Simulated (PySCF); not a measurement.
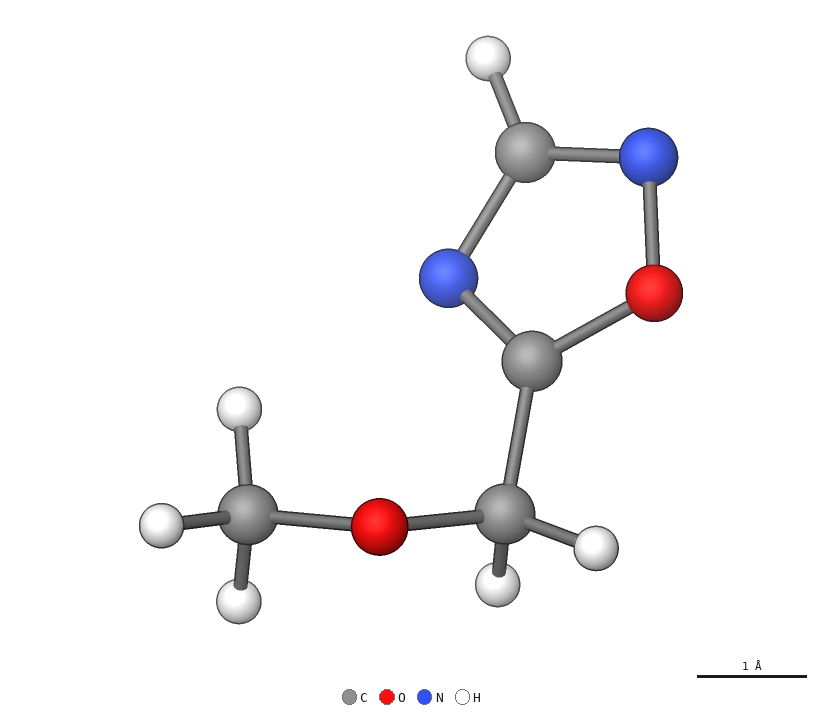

Ball-and-stick drawing of a structure.

The geometry was computed by an optimisation with GFN2-xTB. No frequency run is at hand to confirm it as a minimum.

Count the atoms of each element.

Answer. C₄H₆N₂O₂, 14 atoms: 4 carbon, 6 hydrogen, 2 nitrogen and 2 oxygen.

Does it have rings?

Answer. Independent rings (smallest set): 1 of 5 members, 1 of them aromatic.

Which point group does it belong to?

Answer. C1.

What is its SMILES?

Answer. COCc1ncno1

More results for the same structure follow; atom numbers are the same in all pictures, views and colours differ.

NMR shielding

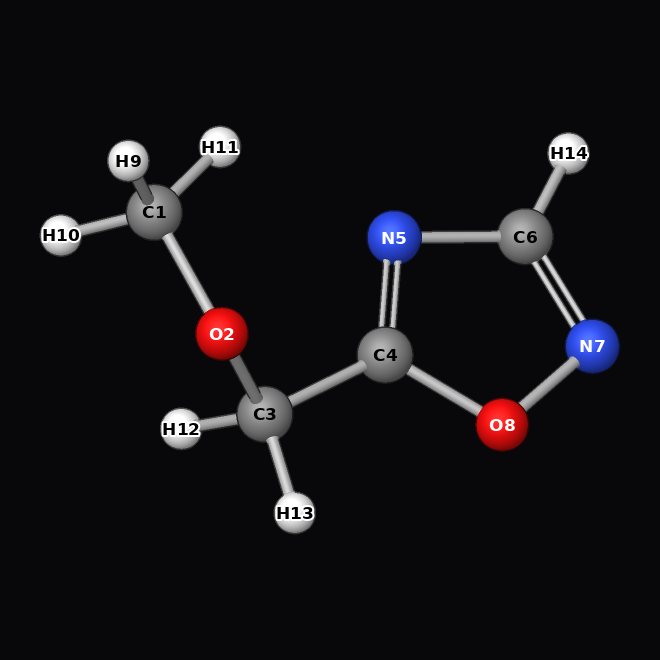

The questions are on isotropic NMR shieldings of the H atoms. No frequency run is at hand to confirm it as a minimum. Properties computed with GIAO PBE0/pcSseg-1 NMR shielding, non-relativistic, gas phase (PySCF 2.14.0).

Give the isotropic NMR shieldings of the H atoms atom by atom.

```csv
atom,σ (ppm)
H9,27.95
H10,28.44
H11,26.60
H12,27.27
H13,26.44
H14,23.23
```

Dipole moment

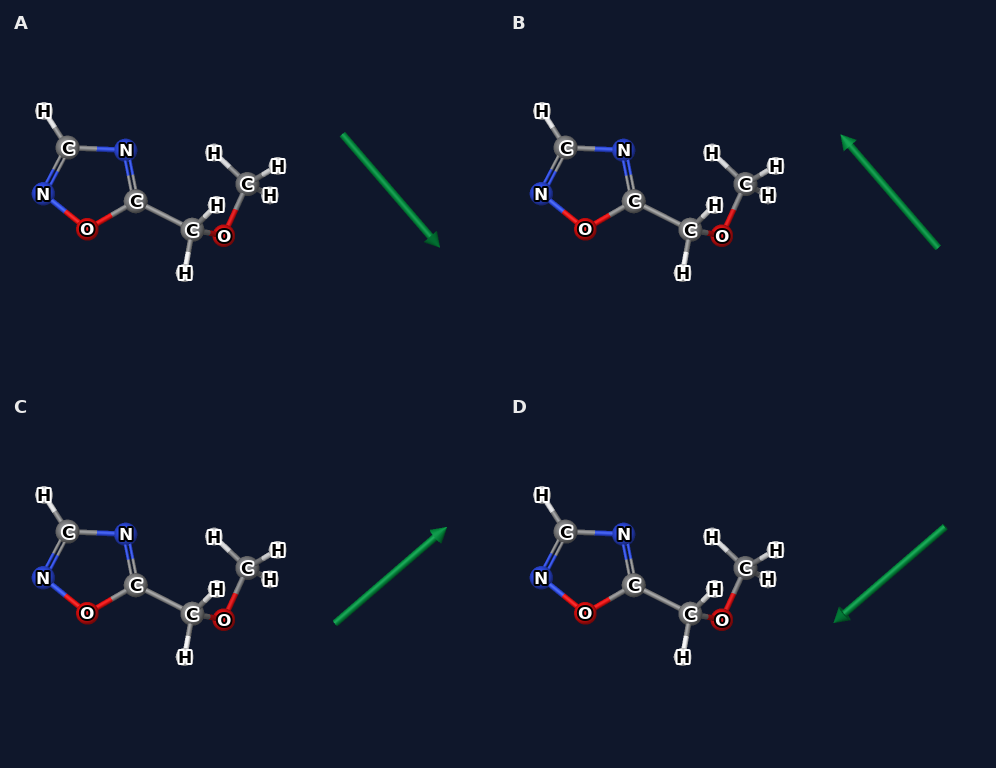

The same molecule four times, each with an arrow. No frequency run is at hand to confirm it as a minimum. Properties computed with PBE0/pcSseg-1, gas phase (PySCF 2.14.0).

Which arrow points along the dipole moment, from the negative to the positive end?

Answer. C. The dipole moment is 1.99 D.

Charges

The questions are on ESP-fitted charges. No frequency run is at hand to confirm it as a minimum. Level of theory: PBE0/pcSseg-1, gas phase (PySCF 2.14.0).

List the ESP-fitted charges.

| atom | value (e) |
| --- | --- |
| C1 | −0.14 |
| O2 | −0.22 |
| C3 | −0.33 |
| C4 | 0.73 |
| N5 | −0.71 |
| C6 | 0.57 |
| N7 | −0.46 |
| O8 | −0.11 |
| H9 | 0.11 |
| H10 | 0.09 |
| H11 | 0.11 |
| H12 | 0.16 |
| H13 | 0.14 |
| H14 | 0.06 |

Polarisability

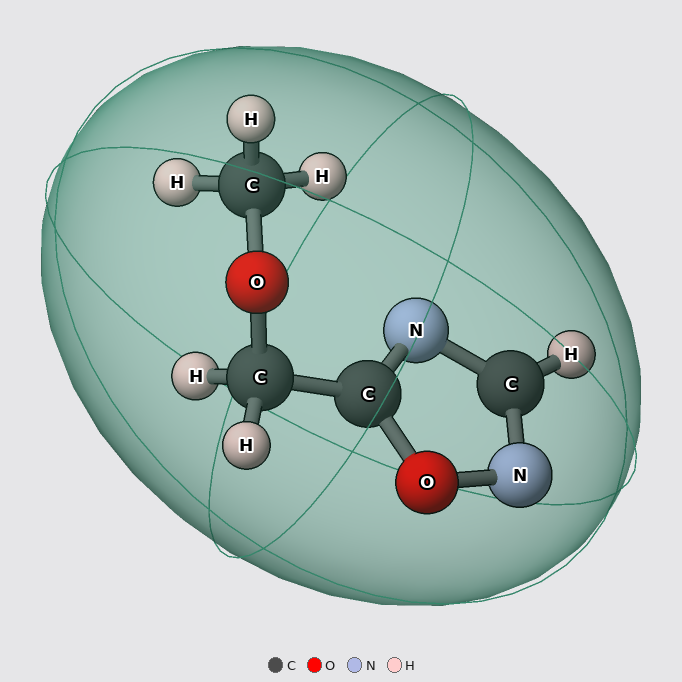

The ellipsoid shows the static dipole polarisability: its half-axes are proportional to the principal values. No frequency run is at hand to confirm it as a minimum. Level of theory: PBE0/def2-SVPD (PySCF 2.14.0).

How large and how anisotropic is the polarisability?

Answer. Principal values 49.5, 65.6, 82.0 bohr³; mean 65.7 bohr³ (9.74 Å³); anisotropy 28.1 bohr³, so the longest axis is 1.66 times the shortest.
